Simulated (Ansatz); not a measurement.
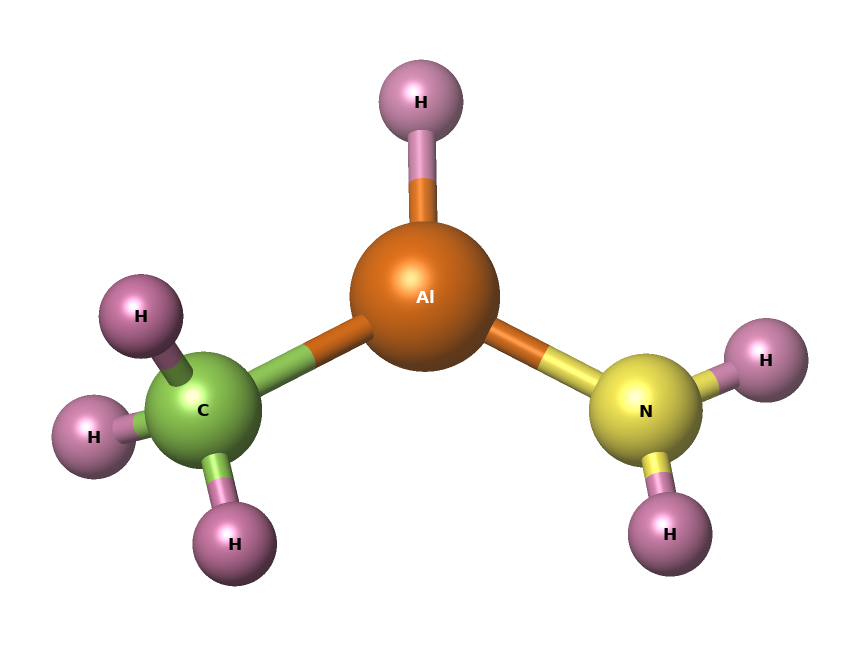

Every bond is drawn as one stick, whatever its order.

Give the formula.

Answer. CH₆AlN, 9 atoms: 1 carbon, 6 hydrogen, 1 aluminium and 1 nitrogen.

How many bonds of each kind are drawn?

Answer. 3 C–H, 2 N–H, 1 C–Al, 1 Al–H, 1 Al–N. Sticks follow a distance rule.

More results for the same structure follow; atom numbers are the same in all pictures, views and colours differ. The geometry was computed by an optimisation with PBE0-D4/def2-TZVP.

### Shape

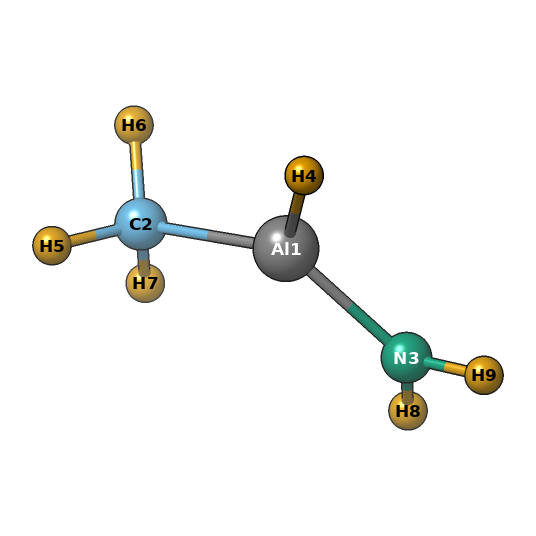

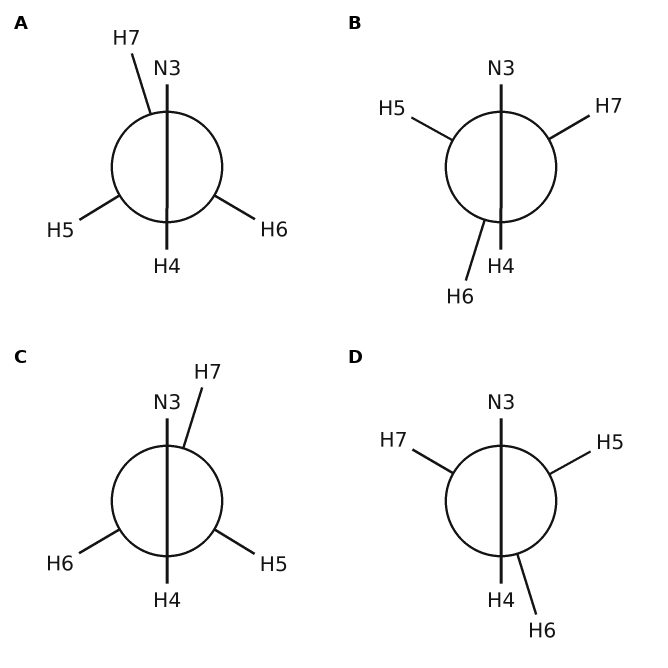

Depth is shown by fading: the farther an atom, the more it takes the colour of the background. Bonds that would overlap in a projection are set slightly apart.

Which Newman projection shows the view along Al1–C2, with Al1 in front?

Answer. C. The torsion angle N3–Al1–C2–H5 is 121°, anticlinal.

### Electronic properties

Properties computed with RKS BHLYP-D4/def2-TZVPP (Ansatz 0.2.0).

Give the dispersion correction at this level.

Answer. −14.4 kJ/mol.

### Vibrations

Harmonic vibrations computed with RKS PBE0-D4/def2-TZVP (Ansatz 0.2.0) at a stationary point of the same level.

List the wavenumbers.

Answer. 21 modes: 47, 185, 336, 434, 511, 512, 607, 669, 723, 742, 842, 1221, 1441, 1443, 1569, 1918, 3038, 3111, 3128, 3606, 3697 cm⁻¹.

### Charges

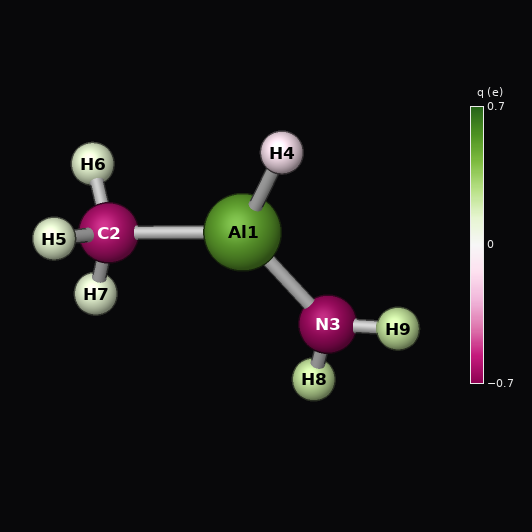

Atoms are coloured by their Mulliken charges. Method: RKS PBE0-D4/def2-TZVP (Ansatz 0.2.0).

Which atom carries the highest charge (most positive or least negative)?

Answer. Al1 (0.51 e).

And the lowest?

Answer. N3 (−0.66 e).

List the Mulliken charges.

```
atom  value (e)
 Al1       0.51
  C2      −0.62
  N3      −0.66
  H4      −0.12
  H5       0.14
  H6       0.14
  H7       0.14
  H8       0.23
  H9       0.23
```

Mulliken values depend strongly on the basis set and can even reverse the polarity of a bond.
